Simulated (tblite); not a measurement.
## Geometry relaxation, with input and output: C6H11Si (part 4 of 4)

C6H11Si, multiplicity 2; GFN2-xTB geometry optimisation, gas phase (tblite 0.8.0). It belongs to a series of runs on one base structure; here: H removed from Si.

Geometry of the input (Å):
```
Si -3.0423  0.3792  0.1905
C  -1.3882  0.8035  -0.5560
C  -0.2731  -0.2377  -0.2904
C  0.3380  -0.2788  1.1248
C  1.6637  0.0162  0.5556
C  2.3014  -0.7018  -0.5992
C  1.0729  0.1200  -0.8221
H  -2.9302  0.2816  1.6725
H  -3.5250  -0.9215  -0.3404
H  -1.5239  0.9122  -1.6240
H  -1.0745  1.7783  -0.1694
H  -0.5787  -1.2314  -0.6625
H  0.2638  -1.2645  1.6279
H  -0.0196  0.4729  1.8314
H  2.1204  0.9095  0.9745
H  2.2178  -1.7798  -0.6245
H  3.2481  -0.3164  -0.9730
H  1.1205  1.0646  -1.3274
```

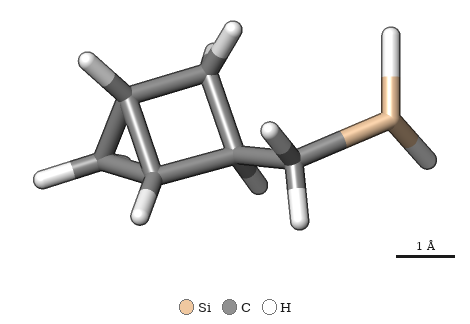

*The geometry at step 47 of the log (stick view, seen at a tilt).*

### Trajectory as extended XYZ, continued
```
18
Properties=species:S:1:pos:R:3:forces:R:3 step=46 energy=-546.27281
Si   -2.9783    0.2404    0.2869    0.0130   0.0040  -0.0070
C    -1.3687    0.8111   -0.5424    0.0070  -0.0050  -0.0030
C    -0.2433   -0.1996   -0.3687   -0.0020  -0.0010   0.0080
C     0.3228   -0.2800    1.0675   -0.0010   0.0010   0.0050
C     1.6621    0.2300    0.5540    0.0010   0.0080  -0.0030
C     2.1755   -0.7048   -0.4949   -0.0010  -0.0020  -0.0110
C     1.1214    0.2969   -0.8498   -0.0080   0.0040   0.0040
H    -2.9154    0.1926    1.7421    0.0000  -0.0010   0.0030
H    -3.5016   -0.9922   -0.2896   -0.0010  -0.0040  -0.0020
H    -1.5336    0.9659   -1.6120   -0.0030   0.0020   0.0040
H    -1.0439    1.7709   -0.1339   -0.0120  -0.0020  -0.0080
H    -0.5396   -1.1631   -0.7962    0.0030   0.0040   0.0020
H     0.3468   -1.2713    1.5215   -0.0070   0.0000   0.0040
H    -0.1665    0.4129    1.7489   -0.0070   0.0000   0.0040
H     2.3008    0.9170    1.0850    0.0090   0.0010   0.0030
H     1.9230   -1.7544   -0.4457   -0.0060  -0.0080  -0.0020
H     3.1697   -0.5103   -0.8694    0.0100  -0.0010  -0.0090
H     1.2599    1.0443   -1.6149    0.0060   0.0000   0.0070
18
Properties=species:S:1:pos:R:3:forces:R:3 step=47 energy=-546.27284
Si   -2.9777    0.2402    0.2868    0.0040  -0.0020  -0.0010
C    -1.3687    0.8113   -0.5424    0.0070  -0.0050  -0.0040
C    -0.2436   -0.1995   -0.3686    0.0050  -0.0020   0.0070
C     0.3224   -0.2797    1.0676    0.0010   0.0010   0.0070
C     1.6620    0.2299    0.5541    0.0000   0.0030  -0.0020
C     2.1753   -0.7051   -0.4950   -0.0020   0.0010  -0.0110
C     1.1211    0.2968   -0.8497   -0.0010   0.0020   0.0020
H    -2.9143    0.1921    1.7423    0.0000  -0.0010  -0.0030
H    -3.5006   -0.9928   -0.2898    0.0010   0.0010   0.0010
H    -1.5333    0.9662   -1.6117   -0.0060   0.0020  -0.0040
H    -1.0439    1.7711   -0.1343   -0.0110   0.0010  -0.0040
H    -0.5396   -1.1630   -0.7961    0.0010   0.0040   0.0020
H     0.3459   -1.2708    1.5219   -0.0060   0.0000   0.0040
H    -0.1671    0.4134    1.7486   -0.0050   0.0010   0.0050
H     2.3009    0.9170    1.0850    0.0060  -0.0030   0.0010
H     1.9227   -1.7550   -0.4463   -0.0050   0.0010  -0.0010
H     3.1697   -0.5106   -0.8697    0.0020  -0.0020  -0.0060
H     1.2598    1.0445   -1.6144    0.0060   0.0010   0.0050
18
Properties=species:S:1:pos:R:3:forces:R:3 step=48 energy=-546.27286
Si   -2.9773    0.2401    0.2868   -0.0010  -0.0050   0.0020
C    -1.3685    0.8113   -0.5425    0.0040  -0.0040  -0.0040
C    -0.2437   -0.1994   -0.3684    0.0070  -0.0010   0.0040
C     0.3222   -0.2795    1.0678    0.0020   0.0010   0.0060
C     1.6620    0.2300    0.5540    0.0010  -0.0020   0.0000
C     2.1752   -0.7052   -0.4953   -0.0020   0.0020  -0.0060
C     1.1209    0.2968   -0.8495    0.0040   0.0010   0.0010
H    -2.9138    0.1919    1.7424    0.0000  -0.0010  -0.0060
H    -3.5001   -0.9931   -0.2899    0.0020   0.0030   0.0020
H    -1.5332    0.9663   -1.6117   -0.0050   0.0000  -0.0070
H    -1.0440    1.7712   -0.1347   -0.0080   0.0030  -0.0010
H    -0.5396   -1.1629   -0.7959    0.0000   0.0020   0.0020
H     0.3452   -1.2706    1.5222   -0.0040   0.0000   0.0040
H    -0.1675    0.4137    1.7486   -0.0020   0.0010   0.0050
H     2.3010    0.9170    1.0850    0.0040  -0.0050  -0.0010
H     1.9226   -1.7552   -0.4466   -0.0030   0.0060  -0.0010
H     3.1698   -0.5106   -0.8700   -0.0030  -0.0030  -0.0040
H     1.2599    1.0447   -1.6140    0.0040   0.0020   0.0020
```

### Summary

- outcome: converged
- total energy: −546.2729 eV
- hardware: 1 CPU thread, shared host
- peak memory: 0.18 GiB
